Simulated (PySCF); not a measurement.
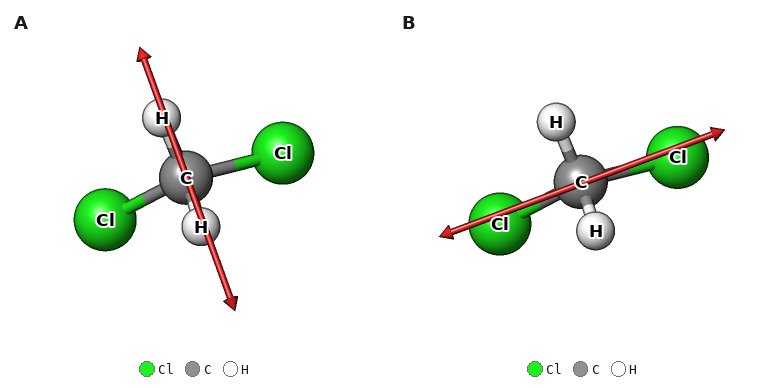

The double arrows show the directions of two transition dipoles from the ground state (lengths mean nothing). The geometry was computed by an optimisation with GFN2-xTB. No frequency run is at hand to confirm it as a minimum. Properties computed with TDDFT B3LYP/def2-SVPD, vertical, gas phase, core orbitals frozen in the response (PySCF 2.14.0).

One belongs to singlet state 2 and one to singlet state 7. Which is which?

A: state 7, 8.00 eV (155 nm), oscillator strength 0.025, mainly HOMO → LUMO+2 (weight 0.92).
B: state 2, 6.95 eV (178 nm), oscillator strength 0.023, mainly HOMO−1 → LUMO (weight 0.95).
